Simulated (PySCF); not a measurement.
Bond stretch in ICl, singlet.

- UKS-M06-2X = unrestricted M06-2X/def2-TZVP, def2 effective core potentials past Kr in PySCF
- UHF/def2-TZVP, def2 effective core potentials past Kr (PySCF)
- RHF/def2-TZVP, def2 effective core potentials past Kr (PySCF)

Magnitude of the dipole moment (D; its direction can reverse along the curve, and a method can change to another solution) and Mulliken charge of the fragment that holds I1:

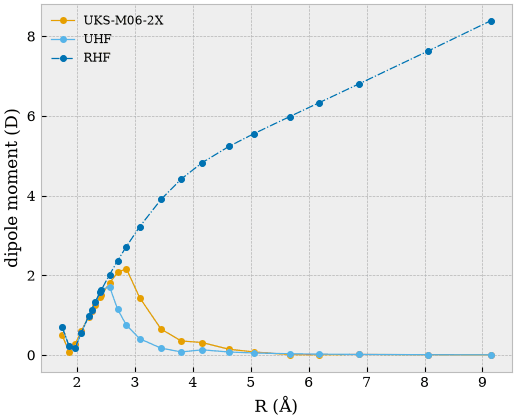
*Dipole moment against bond length.*

| R / Å | μ UKS-M06-2X | q UKS-M06-2X | μ UHF | q UHF | μ RHF | q RHF |
|---|---|---|---|---|---|---|
| 1.74 | 0.51 | 0.15 | 0.71 | 0.23 | 0.71 | 0.23 |
| 1.86 | 0.09 | 0.18 | 0.23 | 0.26 | 0.23 | 0.26 |
| 1.97 | 0.28 | 0.19 | 0.19 | 0.26 | 0.19 | 0.26 |
| 2.07 | 0.59 | 0.18 | 0.54 | 0.25 | 0.54 | 0.25 |
| 2.20 | 0.96 | 0.17 | 0.98 | 0.24 | 0.98 | 0.24 |
| 2.25 | 1.10 | 0.17 | 1.13 | 0.23 | 1.13 | 0.23 |
| 2.31 | 1.25 | 0.17 | 1.32 | 0.23 | 1.32 | 0.23 |
| 2.40 | 1.46 | 0.17 | 1.58 | 0.22 | 1.58 | 0.22 |
| 2.42 | 1.50 | 0.17 | 1.64 | 0.22 | 1.64 | 0.22 |
| 2.56 | 1.80 | 0.17 | 1.72 | 0.19 | 2.01 | 0.22 |
| 2.70 | 2.07 | 0.17 | 1.15 | 0.12 | 2.37 | 0.23 |
| 2.85 | 2.17 | 0.18 | 0.75 | 0.07 | 2.72 | 0.23 |
| 3.08 | 1.44 | 0.11 | 0.41 | 0.03 | 3.22 | 0.24 |
| 3.45 | 0.65 | 0.04 | 0.17 | 0.01 | 3.90 | 0.25 |
| 3.80 | 0.35 | 0.02 | 0.08 | 0.00 | 4.42 | 0.25 |
| 4.16 | 0.31 | 0.01 | 0.13 | 0.00 | 4.83 | 0.24 |
| 4.62 | 0.14 | 0.00 | 0.08 | 0.00 | 5.23 | 0.23 |
| 5.06 | 0.08 | 0.00 | 0.05 | 0.00 | 5.56 | 0.23 |
| 5.67 | 0.01 | 0.00 | 0.03 | 0.00 | 5.98 | 0.22 |
| 6.17 | 0.01 | 0.00 | 0.02 | 0.00 | 6.32 | 0.22 |
| 6.86 | 0.01 | 0.00 | 0.01 | 0.00 | 6.80 | 0.21 |
| 8.06 | 0.01 | 0.00 | 0.01 | 0.00 | 7.63 | 0.20 |
| 9.14 | 0.00 | 0.00 | 0.00 | 0.00 | 8.39 | 0.19 |

The unrestricted determinant behind UKS-M06-2X is spin-contaminated at 2.85 to 9.14 Å (<S²> up to 1.0, against 0.00 for a pure singlet). The unrestricted determinant behind UHF is spin-contaminated at 2.56 to 9.14 Å (<S²> up to 1.0, against 0.00 for a pure singlet). The restricted form behind RHF keeps the bonding electrons paired and can't separate into open-shell fragments.
